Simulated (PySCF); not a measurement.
## Geometry relaxation of C₆H₁₈GeN₂ (part 2 of 2)

The same run, continued: C₆H₁₈GeN₂ (Ge(NMeEt)2H2), SMILES [H][Ge]([H])([N](C)CC)[N](C)CC; PBE0-D3(BJ)/def2-SVP geometry optimisation, gas phase (PySCF 2.14.0). It belongs to a series of runs on one base structure; here: two ligands: H to NMeEt.

**Trajectory as extended XYZ, continued**
```
27
Properties=species:S:1:pos:R:3:forces:R:3 step=5 energy=-65982.27000
Ge   -0.6699   -0.0352   -0.4657    0.0182  -0.0021   0.0078
N    -0.5700    0.3936    1.3125   -0.0195  -0.0058   0.0204
C     0.0399   -0.5510    2.2146    0.0056   0.0031   0.0035
C    -1.5018    1.3271    1.9020   -0.0113  -0.0082   0.0152
C    -2.8243    0.7296    2.3738    0.0013   0.0040  -0.0040
H     0.5132   -0.0240    3.0643    0.0070  -0.0014  -0.0063
H    -0.6627   -1.2957    2.6417   -0.0053   0.0044   0.0045
H     0.8316   -1.1064    1.6880   -0.0057   0.0017  -0.0006
H    -1.0052    1.8248    2.7584    0.0057   0.0063  -0.0098
H    -1.7086    2.1262    1.1697    0.0047  -0.0087  -0.0158
H    -3.4851    1.5081    2.7867    0.0108  -0.0013   0.0058
H    -3.3554    0.2430    1.5398   -0.0047   0.0057  -0.0055
H    -2.6728   -0.0268    3.1591    0.0012  -0.0104   0.0011
N     1.0567   -0.3964   -0.9616    0.0095   0.0223  -0.0358
C     2.0768    0.5870   -0.6970   -0.0179   0.0070   0.0098
C     1.3350   -1.3278   -2.0299   -0.0046  -0.0170   0.0116
C     1.3065   -0.7437   -3.4391    0.0006  -0.0019   0.0012
H     3.0458    0.0959   -0.4883    0.0001  -0.0055   0.0011
H     2.2452    1.3044   -1.5261   -0.0018   0.0010  -0.0017
H     1.8031    1.1697    0.1962    0.0028  -0.0011  -0.0030
H     2.3282   -1.7833   -1.8474   -0.0011  -0.0137   0.0012
H     0.6091   -2.1571   -1.9675   -0.0073   0.0117  -0.0021
H     1.5003   -1.5231   -4.1927    0.0112   0.0011   0.0008
H     0.3239   -0.2964   -3.6603   -0.0010  -0.0100  -0.0001
H     2.0675    0.0409   -3.5706   -0.0046   0.0079   0.0017
H    -1.3328    1.1993   -1.1236   -0.0001   0.0108   0.0016
H    -1.4464   -1.3282   -0.8167    0.0061   0.0000  -0.0026
27
Properties=species:S:1:pos:R:3:forces:R:3 step=6 energy=-65982.27195
Ge   -0.6812   -0.0230   -0.4725    0.0705   0.0052   0.0085
N    -0.5794    0.3883    1.3092   -0.0501  -0.0007   0.0449
C     0.0301   -0.5591    2.2076    0.0372   0.0024  -0.0116
C    -1.5006    1.3275    1.9071    0.0148  -0.0190  -0.0208
C    -2.8184    0.7354    2.3956   -0.0099   0.0080  -0.0060
H     0.5327   -0.0358    3.0428   -0.0019   0.0080  -0.0009
H    -0.6775   -1.2859    2.6552   -0.0138  -0.0079   0.0057
H     0.8007   -1.1331    1.6705    0.0033  -0.0079  -0.0079
H    -0.9906    1.8273    2.7538    0.0018   0.0136   0.0071
H    -1.7129    2.1218    1.1716   -0.0039   0.0152  -0.0062
H    -3.4648    1.5123    2.8331    0.0088   0.0084   0.0060
H    -3.3695    0.2665    1.5650   -0.0084  -0.0046  -0.0122
H    -2.6585   -0.0341    3.1657    0.0026  -0.0169   0.0154
N     1.0450   -0.3786   -0.9741   -0.0198  -0.0152  -0.0394
C     2.0669    0.6021   -0.7159    0.0145   0.0435   0.0263
C     1.3280   -1.3312   -2.0218   -0.0192   0.0017  -0.0095
C     1.3306   -0.7671   -3.4393   -0.0042   0.0053   0.0141
H     3.0347    0.1114   -0.4992   -0.0053  -0.0138  -0.0019
H     2.2414    1.3128   -1.5499   -0.0090  -0.0076   0.0006
H     1.7941    1.1934    0.1718   -0.0036   0.0049   0.0051
H     2.3102   -1.7995   -1.8160    0.0189  -0.0137   0.0036
H     0.5875   -2.1466   -1.9587   -0.0067  -0.0093  -0.0060
H     1.5506   -1.5531   -4.1785    0.0078  -0.0048   0.0020
H     0.3501   -0.3307   -3.6898   -0.0004  -0.0055  -0.0034
H     2.0875    0.0233   -3.5596    0.0008   0.0020  -0.0066
H    -1.3380    1.2238   -1.1115   -0.0141   0.0051  -0.0093
H    -1.4514   -1.3140   -0.8419   -0.0105   0.0035   0.0025
27
Properties=species:S:1:pos:R:3:forces:R:3 step=7 energy=-65982.27256
Ge   -0.6887   -0.0143   -0.4769    0.0431   0.0163  -0.0030
N    -0.5867    0.3889    1.3066   -0.0419  -0.0160   0.0026
C     0.0286   -0.5651    2.1934    0.0308   0.0216   0.0222
C    -1.5002    1.3306    1.9126    0.0236  -0.0328  -0.0184
C    -2.8156    0.7418    2.4118   -0.0062   0.0066  -0.0011
H     0.5493   -0.0474    3.0212   -0.0025   0.0003   0.0051
H    -0.6788   -1.2859    2.6510   -0.0089  -0.0089   0.0055
H     0.7859   -1.1450    1.6434   -0.0034   0.0001  -0.0044
H    -0.9819    1.8295    2.7551   -0.0001   0.0084   0.0046
H    -1.7176    2.1253    1.1788    0.0050   0.0094  -0.0010
H    -3.4497    1.5190    2.8664    0.0036   0.0049   0.0025
H    -3.3809    0.2859    1.5833   -0.0055  -0.0043  -0.0062
H    -2.6511   -0.0370    3.1719    0.0026  -0.0093   0.0084
N     1.0357   -0.3699   -0.9821   -0.0325  -0.0075  -0.0263
C     2.0558    0.6124   -0.7222    0.0283   0.0253   0.0152
C     1.3251   -1.3348   -2.0167   -0.0093   0.0067  -0.0028
C     1.3485   -0.7849   -3.4395   -0.0048   0.0051   0.0118
H     3.0225    0.1222   -0.4993   -0.0033  -0.0068  -0.0016
H     2.2336    1.3200   -1.5580   -0.0058  -0.0067   0.0010
H     1.7789    1.2066    0.1624   -0.0038  -0.0001   0.0011
H     2.3018   -1.8081   -1.7946    0.0124  -0.0060   0.0022
H     0.5781   -2.1447   -1.9553   -0.0012  -0.0046  -0.0013
H     1.5874   -1.5771   -4.1663    0.0027  -0.0037   0.0019
H     0.3696   -0.3582   -3.7115    0.0006  -0.0019  -0.0036
H     2.1022    0.0093   -3.5548    0.0019  -0.0003  -0.0046
H    -1.3440    1.2378   -1.1076   -0.0119   0.0016  -0.0151
H    -1.4603   -1.3026   -0.8529   -0.0134   0.0029   0.0052
27
Properties=species:S:1:pos:R:3:forces:R:3 step=8 energy=-65982.27316
Ge   -0.6944   -0.0081   -0.4810    0.0308  -0.0083   0.0144
N    -0.5918    0.3853    1.3052   -0.0334  -0.0096   0.0025
C     0.0302   -0.5630    2.1936    0.0218   0.0118  -0.0069
C    -1.5004    1.3293    1.9131    0.0179  -0.0048  -0.0127
C    -2.8141    0.7442    2.4209   -0.0068   0.0012   0.0058
H     0.5586   -0.0403    3.0134   -0.0047   0.0005   0.0014
H    -0.6747   -1.2797    2.6620   -0.0004  -0.0030   0.0001
H     0.7817   -1.1475    1.6406   -0.0016  -0.0028  -0.0002
H    -0.9776    1.8305    2.7519   -0.0009   0.0035   0.0008
H    -1.7207    2.1227    1.1783    0.0037   0.0062   0.0049
H    -3.4391    1.5236    2.8847   -0.0026  -0.0009  -0.0007
H    -3.3890    0.2946    1.5953   -0.0021  -0.0022   0.0016
H    -2.6465   -0.0385    3.1768   -0.0001   0.0002  -0.0011
N     1.0278   -0.3646   -0.9904   -0.0199   0.0037  -0.0164
C     2.0506    0.6143   -0.7260    0.0132  -0.0008   0.0073
C     1.3200   -1.3366   -2.0174    0.0029   0.0009   0.0054
C     1.3599   -0.7950   -3.4426   -0.0017   0.0007   0.0033
H     3.0143    0.1195   -0.5003   -0.0008   0.0005  -0.0003
H     2.2331    1.3212   -1.5612   -0.0003  -0.0024   0.0001
H     1.7725    1.2088    0.1581   -0.0009  -0.0002  -0.0005
H     2.2921   -1.8153   -1.7841    0.0014   0.0020  -0.0008
H     0.5676   -2.1417   -1.9587    0.0011  -0.0015   0.0010
H     1.6108   -1.5916   -4.1606   -0.0018  -0.0009   0.0004
H     0.3834   -0.3732   -3.7305    0.0006   0.0011  -0.0015
H     2.1131    0.0003   -3.5540    0.0013  -0.0010  -0.0007
H    -1.3492    1.2474   -1.1053   -0.0076   0.0040  -0.0092
H    -1.4707   -1.2924   -0.8613   -0.0089   0.0021   0.0019
27
Properties=species:S:1:pos:R:3:forces:R:3 step=9 energy=-65982.27337
Ge   -0.6975   -0.0062   -0.4832    0.0043  -0.0007   0.0088
N    -0.5956    0.3857    1.3032   -0.0191  -0.0110  -0.0047
C     0.0345   -0.5584    2.1904    0.0045   0.0071  -0.0045
C    -1.5023    1.3299    1.9126    0.0050   0.0063   0.0001
C    -2.8150    0.7458    2.4257    0.0052  -0.0006   0.0014
H     0.5639   -0.0321    3.0072   -0.0013   0.0001   0.0011
H    -0.6655   -1.2773    2.6630    0.0031   0.0008  -0.0010
H     0.7856   -1.1411    1.6349    0.0002  -0.0016   0.0008
H    -0.9772    1.8324    2.7493   -0.0017  -0.0011   0.0005
H    -1.7242    2.1233    1.1783   -0.0003   0.0005   0.0034
H    -3.4368    1.5257    2.8926   -0.0027  -0.0011  -0.0019
H    -3.3943    0.2969    1.6026    0.0020   0.0005   0.0033
H    -2.6447   -0.0375    3.1807    0.0003   0.0036  -0.0043
N     1.0236   -0.3637   -0.9934   -0.0029   0.0105  -0.0092
C     2.0497    0.6112   -0.7247   -0.0037  -0.0138   0.0022
C     1.3170   -1.3379   -2.0177    0.0061  -0.0033   0.0062
C     1.3637   -0.7989   -3.4436    0.0013  -0.0021  -0.0029
H     3.0106    0.1118   -0.4972    0.0011   0.0030   0.0008
H     2.2368    1.3180   -1.5587    0.0025   0.0007  -0.0005
H     1.7712    1.2056    0.1594    0.0004   0.0013  -0.0009
H     2.2873   -1.8188   -1.7802   -0.0035   0.0043  -0.0011
H     0.5625   -2.1412   -1.9606    0.0007  -0.0006   0.0010
H     1.6174   -1.5975   -4.1583   -0.0027   0.0002  -0.0010
H     0.3892   -0.3768   -3.7374    0.0002   0.0019   0.0011
H     2.1186   -0.0049   -3.5535    0.0000  -0.0011   0.0015
H    -1.3537    1.2493   -1.1084    0.0024  -0.0048   0.0004
H    -1.4774   -1.2888   -0.8627   -0.0014   0.0009  -0.0007
```

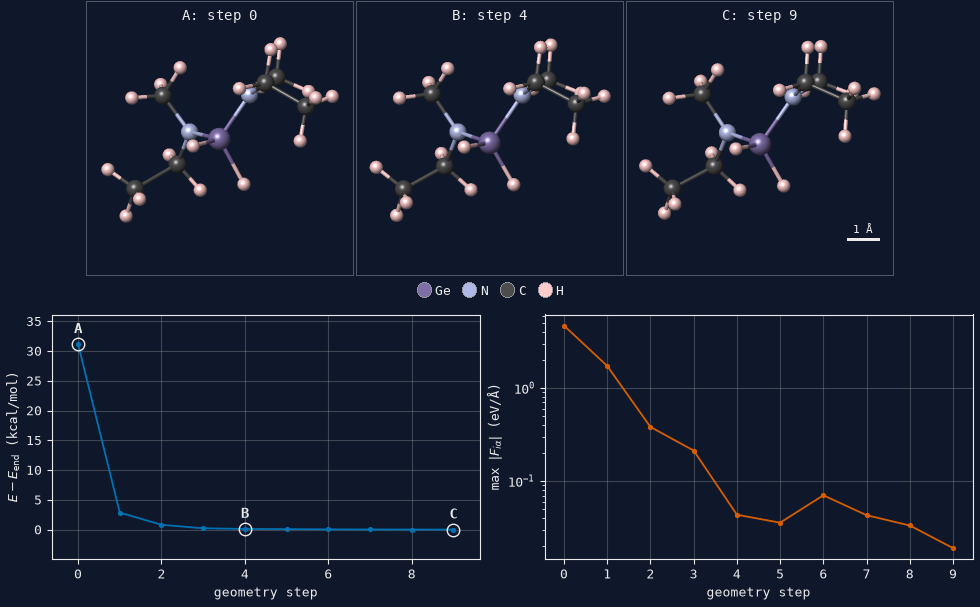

Fig. 1: Frames of the relaxation (ball-and-stick view, seen at a tilt) above the curves, on which the letters mark them (steps are counted from 0).

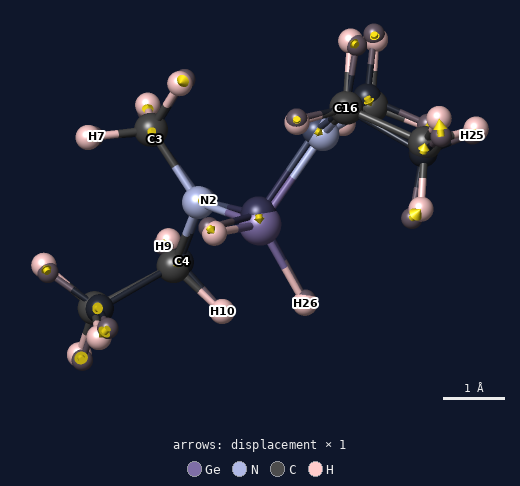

Fig. 2: Start (faint) and end (solid) with the displacements as yellow arrows, at true length (ball-and-stick view, seen at a tilt). The two geometries are laid on each other by the best rigid fit. Over 9 geometry steps the energy falls by 31.1 kcal/mol. The largest force component goes from 4.7 to 0.019 eV/Å. The atom that moves furthest after the best rigid fit is H23 (0.30 Å). By element the largest moves are H 0.30 Å, C 0.19 Å, Ge 0.17 Å, N 0.13 Å. Distances before and after: Ge1–N14 1.698 → 1.830 Å, Ge1–H26 1.661 → 1.548 Å, C4–C5 1.629 → 1.526 Å, C5–H12 1.028 → 1.102 Å. Among the angles that change: N2–C4–H9 116.9° → 108.5°, C5–C4–H10 101.1° → 109.0°, H24–C17–H25 114.5° → 107.7°. (Atoms are counted from 1 in the order of the input.)

**Summary**

| quantity | value |
| --- | --- |
| outcome | converged |
| total energy | −2424.803842 hartree |
| dipole moment | 0.17 D |
| point group | C2 |
| wall time | 1.9 min (CPU time 4.9 min) |
| peak memory | 1.4 GiB |
